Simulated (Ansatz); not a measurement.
**CH3BClFO (SMILES OC(F)BCl) at PBE0/def2-SVP**

What is the vertical singlet–triplet gap of CH3BClFO at PBE0/def2-SVP? 

The calculation is run with Ansatz 0.2.0.

136 further runs of the same task are left out: 136 set aside as unsound or not needed.

## (1) Starting point

CH3BClFO: 8 atoms, total charge 0, spin state singlet. As SMILES, `OC(F)BCl`. Geometry: relaxed at PBE0-D4/def2-TZVP. This is one conformer, not always the lowest.

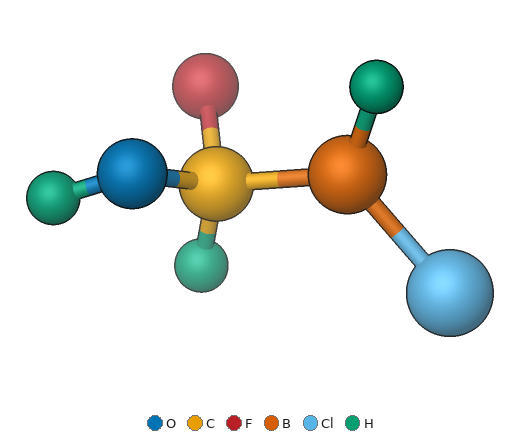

The structure, seen from a chosen angle (oxygen blue, carbon amber, fluorine red, boron orange, chlorine blue, hydrogen teal).

## (2) A single-point energy at PBE0/def2-SVP

job.yaml reads:

```yaml
crystal:
  periodic: [false, false, false]
  atoms:
    - {symbol: O, position_ang: [-0.045500, 0.346900, 1.395700]}
    - {symbol: C, position_ang: [0.458900, 0.058800, 0.147300]}
    - {symbol: F, position_ang: [1.315100, -1.045400, 0.209200]}
    - {symbol: B, position_ang: [-0.767200, -0.356700, -0.774700]}
    - {symbol: Cl, position_ang: [-1.105700, 0.541100, -2.217200]}
    - {symbol: H, position_ang: [0.620500, 0.802400, 1.920200]}
    - {symbol: H, position_ang: [1.073200, 0.877500, -0.246600]}
    - {symbol: H, position_ang: [-1.457200, -1.281600, -0.489900]}
basis:
  gaussian:
    orbitals: def2-SVP
hamiltonian:
  xc: {name: PBE0}
accuracy: high
output: {orbitals: {seedname: orbitals}}
```

Run with:

```console
$ ansatz run job.yaml --threads 1 --pin off --max-ram 3480MiB --events-out events.jsonl --progress --plain --runs-dir runs
```

The program printed:

```text
Warning: RAYON_NUM_THREADS=1 ignored (pool sized by the plan → 1); use --threads N
Functional definition: PBE0
  name "PBE0"
  parameter a = 0.25
  parameter kappa = 0.804
  parameter beta = 0.06672455060314922
  exchange = (1 - a)*pbe_x(kappa = kappa, mu = beta*pi^2/3) + a*exact_x
  correlation = pbe_c(beta = beta)
2019 factors; integrals over basis functions are off by at most 3.7e-9 eV
mean field evaluation 1: about -19026.2857 eV, gradient 3.9e1 eV
mean field evaluation 2: about -19024.9072 eV, gradient 4.8e1 eV
mean field evaluation 4: about -19029.0291 eV, gradient 2.1e0 eV
mean field evaluation 8: about -19029.2672 eV, gradient 3.6e-1 eV
mean field evaluation 16: about -19029.2675 eV, gradient 3.1e-5 eV
mean field -19029.26754440 eV, -699.3126837560 hartree, gradient 5.8e-8 eV, S^2 0.000000; 0 other end points of the search recorded, 0 dependent functions left out
reference -19029.26754654 eV, -699.3126838346 hartree; 24, 24 occupied and 65, 65 virtual orbitals, 2019 factors
Total energy: -19029.26754654 eV, -699.3126838346 hartree
```

It took 6.9 s on 1 thread of Arm Neoverse V2, shared host; peak memory 0.3 GiB.

## (3) The triplet, same level

job.yaml reads:

```yaml
crystal:
  periodic: [false, false, false]
  atoms:
    - symbol: O
      position_ang: [-0.045500, 0.346900, 1.395700]
    - symbol: C
      position_ang: [0.458900, 0.058800, 0.147300]
    - symbol: F
      position_ang: [1.315100, -1.045400, 0.209200]
    - symbol: B
      position_ang: [-0.767200, -0.356700, -0.774700]
    - symbol: Cl
      position_ang: [-1.105700, 0.541100, -2.217200]
    - symbol: H
      position_ang: [0.620500, 0.802400, 1.920200]
    - symbol: H
      position_ang: [1.073200, 0.877500, -0.246600]
    - symbol: H
      position_ang: [-1.457200, -1.281600, -0.489900]
basis:
  gaussian: {orbitals: def2-SVP}
magnetization: {spin_polarized: true, initial_magnetization: 2}
hamiltonian: {xc: {name: PBE0}}
accuracy: high
output: {orbitals: {seedname: orbitals}}
```

Run with:

```console
$ ansatz run job.yaml --threads 1 --pin off --max-ram 3480MiB --events-out events.jsonl --progress --plain --runs-dir runs
```

The program printed:

```text
Warning: RAYON_NUM_THREADS=1 ignored (pool sized by the plan → 1); use --threads N
Functional definition: PBE0
  name "PBE0"
  parameter a = 0.25
  parameter kappa = 0.804
  parameter beta = 0.06672455060314922
  exchange = (1 - a)*pbe_x(kappa = kappa, mu = beta*pi^2/3) + a*exact_x
  correlation = pbe_c(beta = beta)
2019 factors; integrals over basis functions are off by at most 3.7e-9 eV
mean field evaluation 1: about -19018.5621 eV, gradient 3.4e1 eV
mean field evaluation 2: about -19005.6231 eV, gradient 6.2e1 eV
mean field evaluation 4: about -19024.2551 eV, gradient 4.6e0 eV
mean field evaluation 8: about -19024.6913 eV, gradient 1.4e0 eV
mean field evaluation 16: about -19024.7085 eV, gradient 3.5e-3 eV
mean field evaluation 32: about -19024.7085 eV, gradient 3.9e-7 eV
mean field -19024.70850828 eV, -699.1451422686 hartree, gradient 8.5e-8 eV, S^2 2.004365; 2 other end points of the search recorded, 0 dependent functions left out
reference -19024.70851058 eV, -699.1451423532 hartree; 25, 23 occupied and 64, 66 virtual orbitals, 2019 factors
Total energy: -19024.70851058 eV, -699.1451423532 hartree
```

Run time: 17 s. Hardware: 1 thread of Arm Neoverse V2, shared host; peak memory 0.44 GiB.

## (4) Outcome

At PBE0/def2-SVP:

```
                                        quantity          value
                           singlet: total energy  -699.31268 Eh
                            singlet: HOMO energy       -8.46 eV
                            singlet: LUMO energy       -1.64 eV
                          singlet: HOMO–LUMO gap        6.82 eV
                           triplet: total energy  -699.14514 Eh
     triplet: HOMO energy (highest over α and β)       -3.97 eV
                                   triplet: ⟨S²⟩          2.004
vertical energy of the triplet above the singlet       4.559 eV
```

What this shows: At this shape the triplet lies 4.56 eV (440 kJ/mol) above the singlet.
